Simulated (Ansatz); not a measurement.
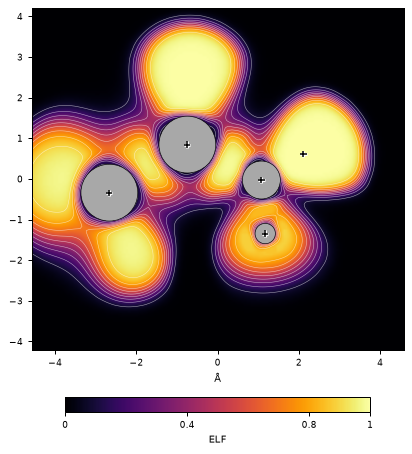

The ELF on a plane through atoms (crosses mark nuclei in the plane; grey discs cover the cores).

All numbers below come from isolated molecule in a Gaussian basis; Kohn-Sham density functional theory, functional PBE0 (Ansatz).

Candidates:
A. CH₇ClGeSi
B. ClH₈NSi₃ (SMILES [SiH3][SiH2]N[SiH2]Cl)
C. BFH₃Si₂ (SMILES FB[SiH]=[SiH]) (doublet)

Q: Which system is this?

A: Candidate C: BFH₃Si₂ on the plane of atoms F2, B1 and H5, which holds B, F, Si and H. B–F (1.32 Å): the ELF peaks at about 0.85 between the atoms; a polar covalent bond. Si–B (2.02 Å): the ELF peaks at about 1 between the atoms: a covalent bond.
